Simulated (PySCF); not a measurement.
# GaBr (SMILES [Ga][Br]): TPSSh/cc-pVQZ

What is the vertical ionisation energy of GaBr at TPSSh/cc-pVQZ? The job is set up through a Python script.

The results are computed with PySCF 2.14.0.

## (1) The molecule

GaBr has 2 atoms, charge 0, and is taken as a singlet. As SMILES, `[Ga][Br]`. Geometry: relaxed at PBE0-D4/def2-TZVP.

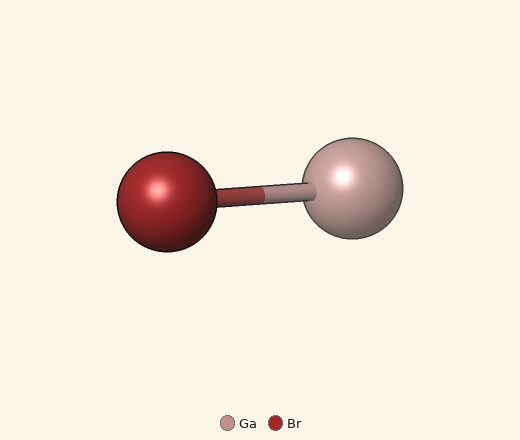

The structure, seen from a chosen angle (gallium pink, bromine red).

## (2) The energy at TPSSh/cc-pVQZ

Contents of mol.xyz:

```xyz
2

Ga     0.000000     0.000000     0.013830
Br     0.000000     0.000000     2.388120
```

Contents of calc.py:

```python
# GaBr
from pyscf import gto, dft

mol = gto.Mole()
mol.atom = 'mol.xyz'
mol.basis = 'cc-pvqz'
mol.spin = 0
mol.max_memory = 1860
mol.verbose = 3
mol.build()

ks = dft.RKS(mol)
ks.xc = 'tpssh'
ks.grids.level = 4
ks.conv_tol = 1e-10
ks.kernel()
if not ks.converged:
    ks = ks.newton().run(ks.mo_coeff, ks.mo_occ)

etot = ks.e_tot
print('E = %.10f Eh' % etot)
```

Started as:

```
$ OMP_NUM_THREADS=1 python calc.py
```

The log of the run:

```text
converged SCF energy = -4499.05569996592
E = -4499.0556999659 Eh
```

Wall time 30 s (1 thread of Arm Neoverse V1, shared host); peak memory 0.81 GiB.

## (3) The doublet cation, same level

Contents of run.py:

```python
from pyscf import gto, dft

molecule = gto.Mole()
molecule.atom = '''
Ga     0.000000     0.000000     0.026135
Br     0.000000     0.000000     4.512893
'''
molecule.max_memory = 1860
molecule.basis = 'cc-pvqz'
molecule.spin = 1
molecule.verbose = 4
molecule.charge = 1
molecule.unit = 'bohr'
molecule.build()

mf = dft.UKS(molecule, xc='tpssh')
mf.conv_tol = 1e-10
mf.grids.level = 4
mf.kernel()
if not mf.converged:
    mf = mf.newton().run(mf.mo_coeff, mf.mo_occ)

energy = mf.e_tot
print('Final energy', energy)
```

Started as:

```
$ OMP_NUM_THREADS=1 python run.py
```

The log of the run:

```text
PySCF version 2.14.0

[INPUT] num. atoms = 2
[INPUT] num. electrons = 65
[INPUT] charge = 1
[INPUT] spin (= nelec alpha-beta = 2S) = 1
[INPUT] symmetry False subgroup None
[INPUT] Mole.unit = bohr
[INPUT] Symbol           X                Y                Z      unit          X                Y                Z       unit  Magmom
[INPUT]  1 Ga     0.000000000000   0.000000000000   0.013830046407 AA    0.000000000000   0.000000000000   0.026135000000 Bohr   0.0
[INPUT]  2 Br     0.000000000000   0.000000000000   2.388120130920 AA    0.000000000000   0.000000000000   4.512893000000 Bohr   0.0

nuclear repulsion = 241.822714753058
number of shells = 30
number of NR pGTOs = 304
number of NR cGTOs = 136
basis = cc-pvqz
ecp = {}

******** <class 'pyscf.dft.uks.UKS'> ********
method = UKS
initial guess = minao
damping factor = 0
level_shift factor = 0
DIIS = <class 'pyscf.scf.diis.CDIIS'>
diis_start_cycle = 1
diis_space = 8
diis_damp = 0
SCF conv_tol = 1e-10
SCF conv_tol_grad = None
SCF max_cycles = 50
direct_scf = True
direct_scf_tol = 1e-13
number electrons alpha = 33  beta = 32
XC library pyscf.dft.libxc version 7.0.0
    S. Lehtola, C. Steigemann, M. J.T. Oliveira, and M. A.L. Marques.,  SoftwareX 7, 1–5 (2018)
XC functionals = tpssh
radial grids:
    Treutler-Ahlrichs [JCP 102, 346 (1995); DOI:10.1063/1.469408] (M4) radial grids

[... 12 lines left out ...]
WARN: HOMO -0.243823008328569 >= LUMO -0.243823008328572
[... 4 lines left out ...]
WARN: beta  nocc = 32  HOMO -0.476529520625227 >= LUMO -0.476529520625209
[... 1 line left out ...]
WARN: HOMO -0.476529520625227 >= LUMO -0.476529520625209
[... 46 lines left out ...]
converged SCF energy = -4498.7078021659  <S^2> = 0.75716145  2S+1 = 2.0071487
Final energy -4498.7078021659045
```

Wall time 57 s (1 thread of Arm Neoverse V1, shared host); peak memory 0.83 GiB.

## (4) Results

At TPSSh/cc-pVQZ:

| quantity | value |
| --- | --- |
| singlet GaBr: total energy | -4499.05570 Eh |
| singlet GaBr: dipole moment | 2.40 D |
| singlet GaBr: HOMO energy | -6.81 eV |
| singlet GaBr: LUMO energy | -2.16 eV |
| singlet GaBr: HOMO–LUMO gap | 4.65 eV |
| doublet cation: total energy | -4498.70780 Eh |
| doublet cation: HOMO energy (highest over α and β) | -13.90 eV |
| doublet cation: LUMO energy (lowest over α and β) | -12.15 eV |
| doublet cation: ⟨S²⟩ | 0.757 |
| vertical ionisation energy (to the doublet cation) | 9.467 eV |

In words: Removing an electron at fixed nuclei costs 9.47 eV (218 kcal/mol). −ε(HOMO) before ionisation, 6.81 eV, is 2.66 eV below this ionisation energy.
